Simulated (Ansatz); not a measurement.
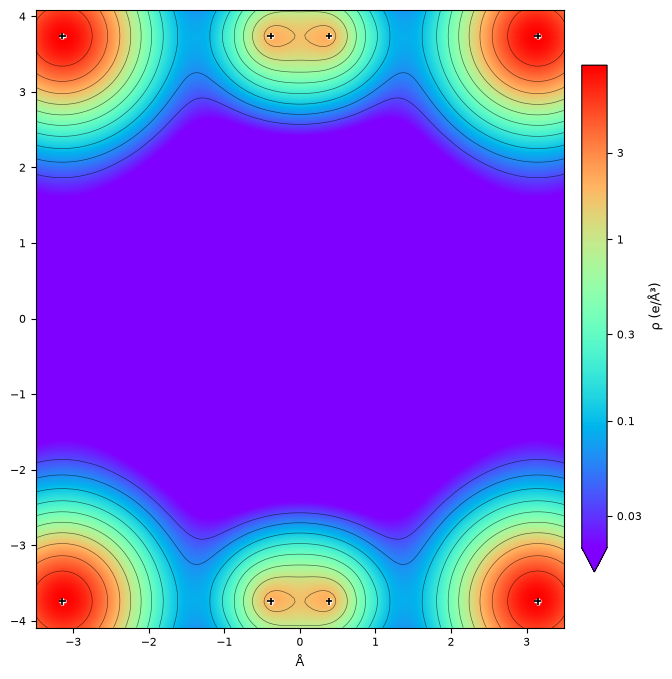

The valence charge density (pseudo) on a plane through atoms (crosses mark nuclei in the plane).

All numbers below come from DFT PBE, scalar-relativistic, plane waves, PAW (Ansatz 0.2.0).

Candidates:
A. TlH5, a = 6.29 Å, b = 6.29 Å, c = 4.04 Å, α = 90.00°, β = 90.00°, γ = 90.00°. Space group P4/mmm; a structure generated by program, which may or may not match a known phase.
B. BePtBr2, a = 3.20 Å, b = 3.20 Å, c = 10.66 Å, α = 90.00°, β = 90.00°, γ = 120.00°. Space group P-3m1; a structure generated by program, which may or may not match a known phase.
C. NaWF2, a = 3.80 Å, b = 3.80 Å, c = 6.24 Å, α = 90.00°, β = 90.00°, γ = 120.00°. Space group P6/mmm; a structure generated by program, which may or may not match a known phase; computed without spin polarisation.

**Which candidate gave the map?**

Candidate A: TlH5 on the (101) plane of the conventional cell, which holds Tl and H. H–H (0.77 Å): the density is about 1.7 e/Å³ at the midpoint.
